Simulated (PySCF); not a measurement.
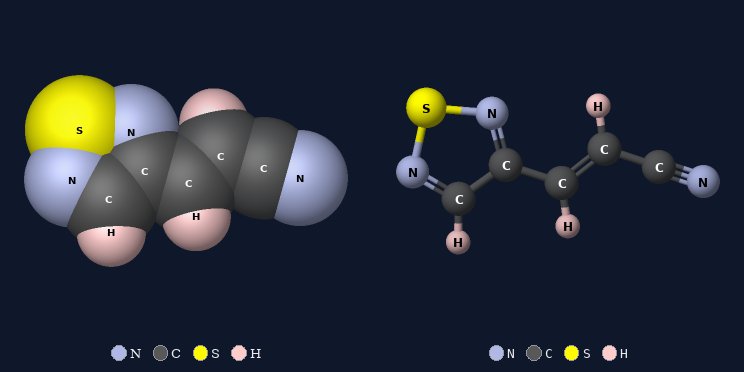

Two views of one molecule.

Computed geometry: GFN2-xTB optimisation. No frequency run is at hand to confirm it as a minimum.

What does the picture show?

It has 12 atoms: 5 carbon, 3 hydrogen, 3 nitrogen and 1 sulfur (C₅H₃N₃S). Its SMILES string is `N#C/C=C/c1cnsn1`. Independent rings (smallest set): 1 of 5 members, 1 of them aromatic. Among its groups: nitrile, alkene. The point group is Cs. All atoms lie on one plane. Coordination: 1 C linear; 4 C trigonal planar; 2 N bent; 1 S bent.

More results for the same structure follow; atom numbers are the same in all pictures, views and colours differ.

### Shape

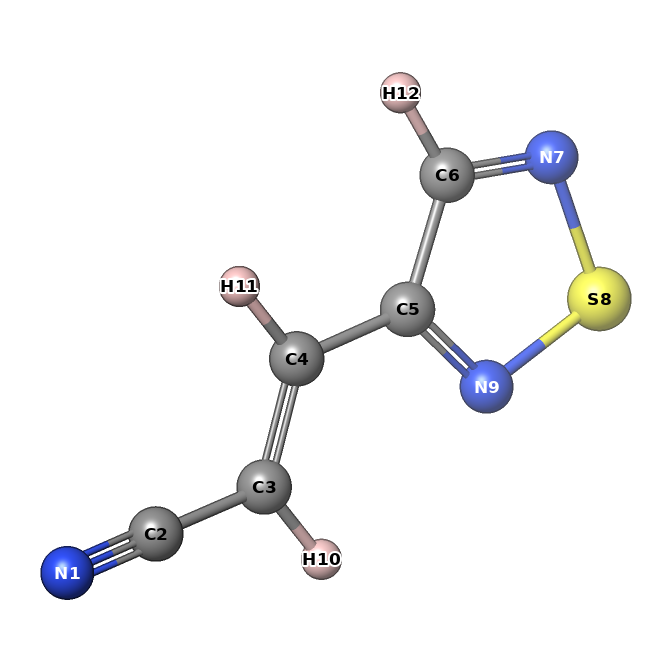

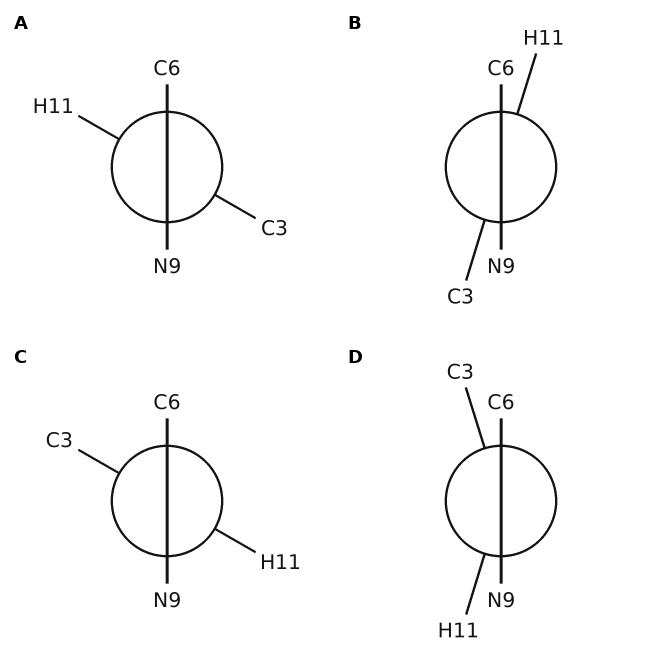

Depth is shown by fading: the farther an atom, the more it takes the colour of the background. Bonds that would overlap in a projection are set slightly apart. No frequency run is at hand to confirm it as a minimum.

Which Newman projection shows the view along C5–C4, with C5 in front?

Answer. B. The torsion angle N9–C5–C4–C3 is 0°, synperiplanar (eclipsed).

### Electronic properties

No frequency run is at hand to confirm it as a minimum. Level of theory: PBE0/def2-SVPD, gas phase (PySCF 2.14.0). Excitations: vertical, linear response.

What does the calculation give?

- dipole moment: 3.39 D
- HOMO energy (Kohn–Sham orbital): −7.75 eV
- LUMO energy (Kohn–Sham orbital): −2.94 eV
- HOMO–LUMO gap: 4.82 eV
- mean static polarisability: 102.3 bohr³
- lowest vertical singlet excitation: 4.41 eV
- its oscillator strength: 0.509

### Ring current

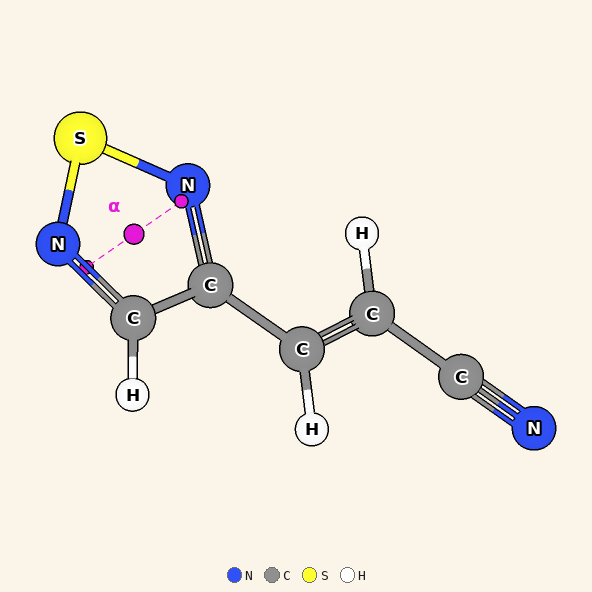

The small points mark where nucleus-independent chemical shifts (NICS) were computed: at the centre of each lettered ring and 1 Å above and below it. No frequency run is at hand to confirm it as a minimum. Method: GIAO PBE0/pcSseg-1 NMR shielding, non-relativistic, gas phase (PySCF 2.14.0).

Give NICS(0), NICS(1) and the out-of-plane component NICS(1)zz for each ring (means of the two sides).

```csv
ring,members,NICS(0),NICS(1),NICS(1)zz
α,C2N2S,−13.3,−12.8,−32.2
```

Values in ppm.

What do the values say about the ring currents?

Answer. Ring α: diatropic, as in an aromatic ring. NICS is one index among several.

### NMR shielding

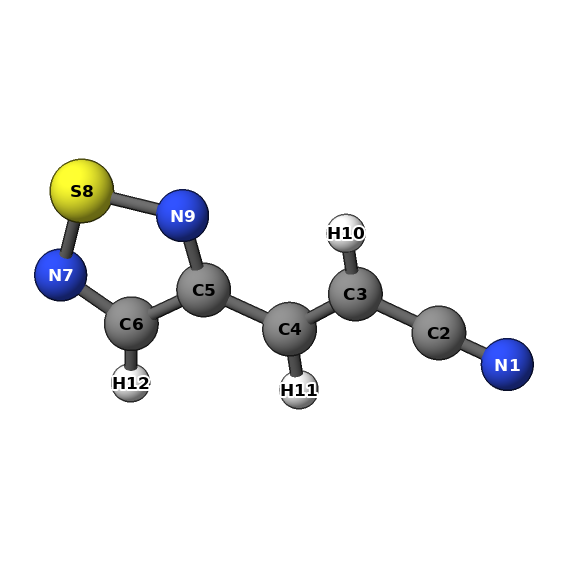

No frequency run is at hand to confirm it as a minimum. Properties computed with GIAO PBE0/pcSseg-1 NMR shielding, non-relativistic, gas phase (PySCF 2.14.0). Principal shieldings σ11 ≤ σ22 ≤ σ33, span Ω = σ33 − σ11, skew κ = 3(σiso − σ22)/Ω.

Which C atom has the most anisotropic shielding?

Answer. C2, with a span of 345 ppm.

Give the shielding tensors of the C atoms.

| atom | σ11 | σ22 | σ33 | σiso | Ω | κ |
| --- | --- | --- | --- | --- | --- | --- |
| C2 | −52.3 | −49.1 | 293.1 | 63.9 | 345.4 | 0.98 |
| C3 | −27.5 | 86.7 | 164.9 | 74.7 | 192.4 | −0.19 |
| C4 | −79.9 | 51.2 | 154.3 | 41.9 | 234.3 | −0.12 |
| C5 | −34.7 | 2.5 | 109.4 | 25.8 | 144.1 | 0.48 |
| C6 | −45.3 | 22.6 | 119.8 | 32.4 | 165.1 | 0.18 |

Shieldings and span in ppm.

### Charges

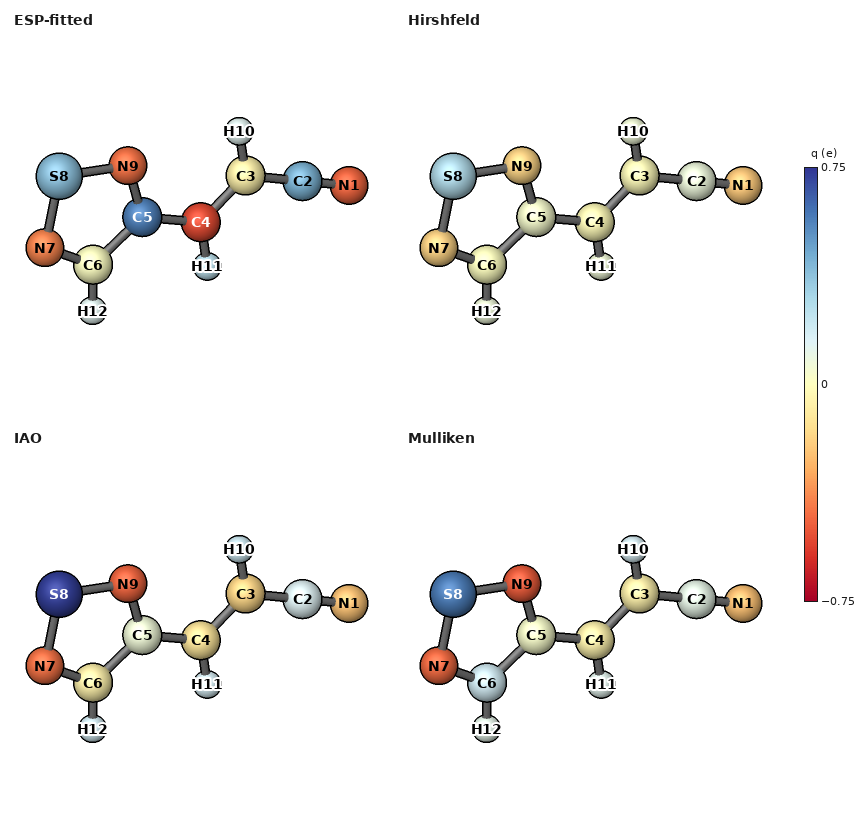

Atomic charges of one calculation by 4 schemes, on one colour scale. No frequency run is at hand to confirm it as a minimum. Computed with PBE0/pcSseg-1 (PySCF 2.14.0).

Which scheme gives the most polar picture (largest mean size of the charges)?

Answer. The ESP-fitted charges are the largest in size here, and the Hirshfeld charges the smallest.

On which atom do the schemes disagree most?

Answer. On C5 (from 0.03 to 0.56 e).

List the charges (e), one line for each set of equivalent atoms.

```
atom  ESP-fitted  Hirshfeld    IAO  Mulliken
  N1       −0.46      −0.21  −0.23     −0.24
  C2        0.42       0.08   0.14      0.11
  C3       −0.06      −0.02  −0.17     −0.06
  C4       −0.53      −0.02  −0.11     −0.06
  C5        0.56       0.04   0.07      0.03
  C6        0.01       0.00  −0.06      0.18
  N7       −0.39      −0.18  −0.44     −0.45
  S8        0.38       0.28   0.73      0.57
  N9       −0.44      −0.18  −0.47     −0.49
 H10        0.13       0.07   0.20      0.17
 H11        0.24       0.07   0.17      0.12
 H12        0.13       0.07   0.18      0.12
```

Mulliken values depend strongly on the basis set and can even reverse the polarity of a bond.
